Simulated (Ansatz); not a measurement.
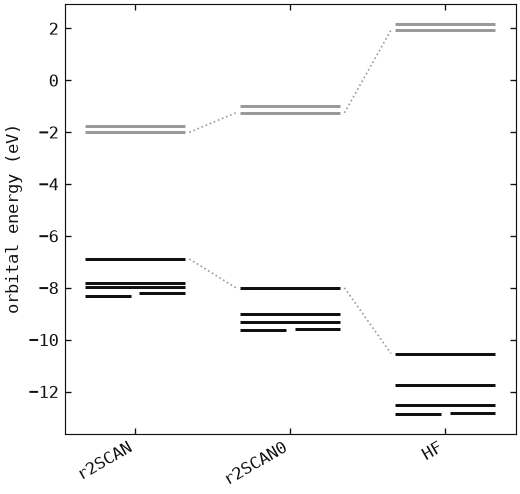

Frontier orbital energies of CH₄Cl₂HfOS, SMILES C[O][Hf]([SH])([Cl])[Cl], singlet at one geometry, def2-TZVPP, the Ansatz code 0.2.0, at a PBE0-D4/def2-TZVP geometry (a minimum by its frequencies). Empty levels are grey, levels within 0.1 eV stand side by side; all columns show the same few orbitals around the gap. Dotted lines join the HOMOs and the LUMOs.

Question: Compare the HOMO-LUMO separations.

Answer: The separation grows from 4.88 eV (r2SCAN) to 12.47 eV (HF).

```csv
level,HOMO (eV),LUMO (eV),separation (eV)
r2SCAN,−6.89,−2.01,4.88
r2SCAN0,−8.00,−1.26,6.74
HF,−10.54,1.93,12.47
```

Caveats, for all or some of the runs: core potentials past krypton; empty levels above zero depend strongly on the basis; one conformer of a flexible molecule; spin-orbit coupling is left out, and with Hf it can shift these levels and split any degenerate set.
